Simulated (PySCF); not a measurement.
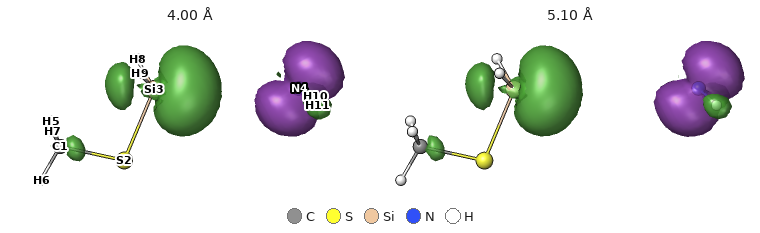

CH7NSSi, SMILES `CS[SiH2]N`. Rigid stretch of the Si3–N4 bond. Broken-symmetry UHF spin density at ±0.03 e/Å³ (purple: α, green: β).

PySCF calculation, 6-31G* basis, gas phase; geometry: GFN2-xTB. No frequency check shows the geometry to be a minimum. GFN2-xTB bond lengths at metals and heavier atoms can be off by up to 0.1 Å and shapes distorted, which carries into these values.

Input

```python
import numpy as np
from pyscf import gto, scf, mcscf

mol = gto.M(atom='''
C     -2.21333    -0.47099    -0.00021
S     -0.87079     0.75556     0.00012
Si     0.83483    -0.57168     0.00054
N      2.32576     0.27621    -0.00140
H     -2.14584    -1.08649     0.89016
H     -3.14696     0.08130    -0.00109
H     -2.14441    -1.08707    -0.89301
H      0.77136    -1.35725     1.22650
H      0.77332    -1.35805    -1.22450
H      2.56795     0.80758     0.82294
H      2.56926     0.80705    -0.81946
''', basis='6-31g*', charge=0, spin=0, verbose=4)
# stretch the bond between atoms 3 and 4, from long to short, fragments rigid
a, b, move = 2, 3, [3, 9, 10]
xyz = mol.atom_coords(unit='Angstrom')
u = xyz[b] - xyz[a]
r0 = np.linalg.norm(u)
rows, last, dm_u = [], None, None
for r in [5.1, 4.0, 3.28, 2.82, 2.46, 2.18, 2.0, 1.82, 1.67]:
    new = xyz.copy()
    new[move] += u / r0 * (r - r0)
    m = mol.set_geom_(new, unit='Angstrom', inplace=False)
    rhf = scf.RHF(m).density_fit(auxbasis='def2-universal-jkfit').run()
    uhf = scf.UHF(m).density_fit(auxbasis='def2-universal-jkfit').newton()
    if dm_u is None:
        c = rhf.mo_coeff
        h = m.nelectron // 2 - 1
        ca, cb = c.copy(), c.copy()
        ca[:, h], cb[:, h] = (c[:, h] + c[:, h + 1]) / 2**.5, (c[:, h] - c[:, h + 1]) / 2**.5
        dm_u = np.array([x[:, :h + 1] @ x[:, :h + 1].T for x in (ca, cb)])
    uhf.kernel(dm0=dm_u)
    for _ in range(3):
        c, _, stable, _ = uhf.stability(return_status=True)
        if stable:
            break
        uhf.kernel(c, uhf.mo_occ)
    dm_u = uhf.make_rdm1()
    mc = mcscf.CASSCF(rhf, 2, 2)
    mc.natorb = True
    mc.fix_spin_(ss=0)
    guess = mcscf.addons.make_natural_orbitals(uhf)[1] if last is None else mcscf.project_init_guess(mc, last.mo_coeff, last.mol)
    mc.kernel(guess)
    last = mc
    act = slice(mc.ncore, mc.ncore + mc.ncas)
    print('r %.3f  RHF %.6f  UHF %.6f  <S^2> %.3f  CASSCF %.6f  occupations' % (r, rhf.e_tot, uhf.e_tot, uhf.spin_square()[0], mc.e_tot), mc.mo_occ[act].round(4))
    rows.append((new, rhf.e_tot, uhf.e_tot, uhf.spin_square()[0], mc.e_tot, mc.mo_occ[act], mc.mo_coeff[:, act], dm_u[0] - dm_u[1], rhf.converged and uhf.converged and mc.converged))
    np.savez('result.npz', **{k: [row[i] for row in rows] for i, k in enumerate('xyz rhf uhf s2 cas occ c spin ok'.split())})
```

Run with:

```sh
OMP_NUM_THREADS=1 python input.py
```

The run took 5.5 min on 1 thread of Intel(R) Xeon(R) Processor @ 2.50GHz (Skylake/Cascade Lake), on a shared host, peak memory 0.41 GiB.

How does the broken-symmetry solution share the spin, and how far is it from a pure singlet?

Answer. At 5.10 Å excess α spin lies mostly on N4 and excess β on Si3; the two could be swapped at no cost. ⟨S²⟩ is 1.01 at 4.00 Å and 1.01 at 5.10 Å, against 0 for a pure singlet and 1 for an equal mix of singlet and triplet.

Where does the UHF solution part from RHF?

Answer. Between 2.18 Å (⟨S²⟩ = 0, the two coincide) and 2.46 Å (⟨S²⟩ = 0.32); at 5.10 Å ⟨S²⟩ is 1.01 and UHF lies 5.3 eV below RHF.
